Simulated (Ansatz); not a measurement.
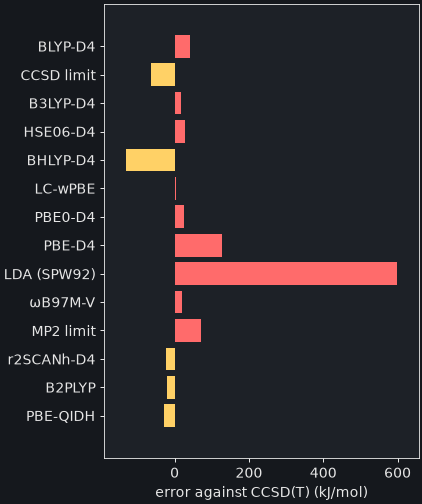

Error in the electronic atomisation energy (method less reference, so positive means overbinding) of C₂H₅NO (imidic-acid tautomer), SMILES C/N=C/O: functionals in def2-TZVPP against frozen-core CCSD(T) at the limit (MP2 extrapolated from triple and quadruple zeta, plus CCSD(T) less MP2 in a smaller set), which gives 3534.5 kJ/mol, at a PBE0-D4/def2-TZVP geometry (a minimum by its frequencies), no zero-point or spin-orbit term, the Ansatz code 0.2.0. The reference leaves out core correlation, a term that grows with the number of heavy atoms. B2PLYP and PBE-QIDH hold a correlation term that converges slowly with the basis, so part of the distance to the limit is basis error. No dispersion term is added to LC-wPBE, B2PLYP and PBE-QIDH. Limit means the basis limit.

### Which of these levels overbind, and which underbind?

Overbind: BLYP-D4, HSE06-D4, PBE0-D4, PBE-D4, LDA (SPW92) and MP2 limit. Underbind: CCSD limit, BHLYP-D4, r2SCANh-D4, B2PLYP and PBE-QIDH. Within 20 kJ/mol of zero, too close to call in view of what the reference leaves out: B3LYP-D4, LC-wPBE and ωB97M-V.

### What range do the values span?

From −130.9 kJ/mol (BHLYP-D4) to 598.4 kJ/mol (LDA (SPW92)).
